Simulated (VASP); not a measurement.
Band structure of FeB (relaxed from the rock salt structure, space group Fm-3m). Method: PBEsol GGA, VASP's PBE PAW potentials (set 64) (plane waves; VASP).

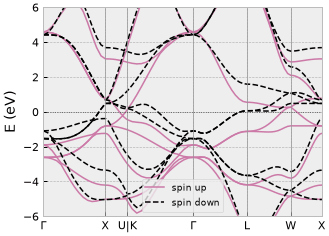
Bands along high-symmetry lines, zero at the valence-band maximum or, without a gap, the Fermi level

Problem. Read the plot: is there a gap, and where are the band edges?

Solution. It has no gap at this level: it comes out as a metal or semimetal. (Edges off the drawn lines would not show.)

The structure was generated: FeB was put into the rock salt type (Fm-3m), which need not be its known phase. It was relaxed first, which changed the volume by -34 %.
